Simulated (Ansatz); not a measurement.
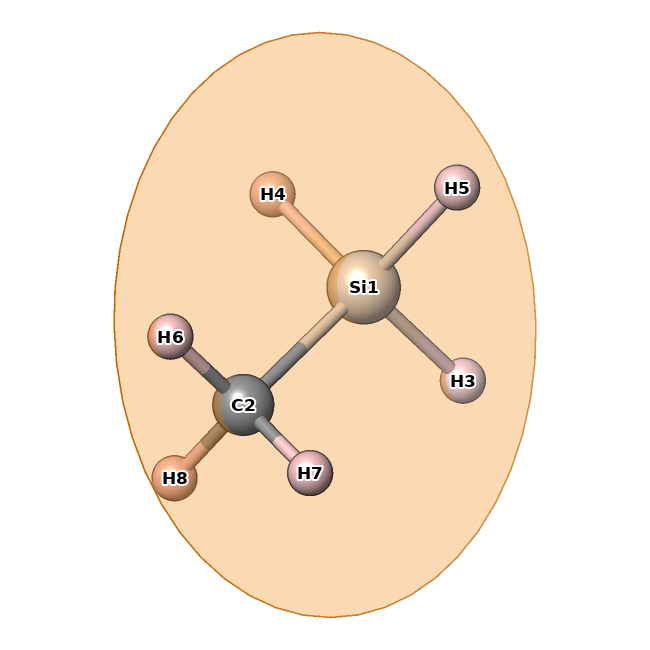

A disc through the centre of mass is drawn in. Depth is shown by fading: the farther an atom, the more it takes the colour of the background. The geometry was computed by an optimisation with PBE0-D4/def2-TZVP.

Question: Is the plane of the disc a mirror plane of the structure?

Answer: Yes. The reflection leaves Si1, C2, H3, H6 in place and moves H4 ↔ H5; H7 ↔ H8. The point group is C3v.
